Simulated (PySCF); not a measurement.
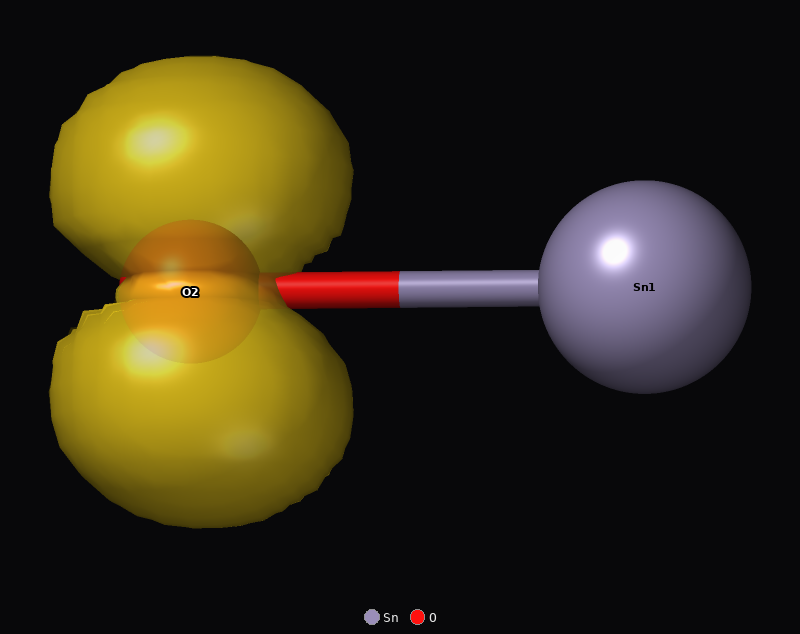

*SnO (charge +1, doublet). Isosurface of the spin density (α minus β) at +0.1 e/Å³ (yellow), seen from one side.*

Core potentials replace the inner electrons of Sn.

Level of theory: PBE0/cc-pVTZ(-PP), non-relativistic Hamiltonian with scalar-relativistic core potentials where named, at a bond length of 1.984 Å in PySCF 2.14.0.

Describe the spin distribution.

The unpaired spin (1 electron) lies mostly on O2 (about 1.0), in electrons by Hirshfeld's partition.
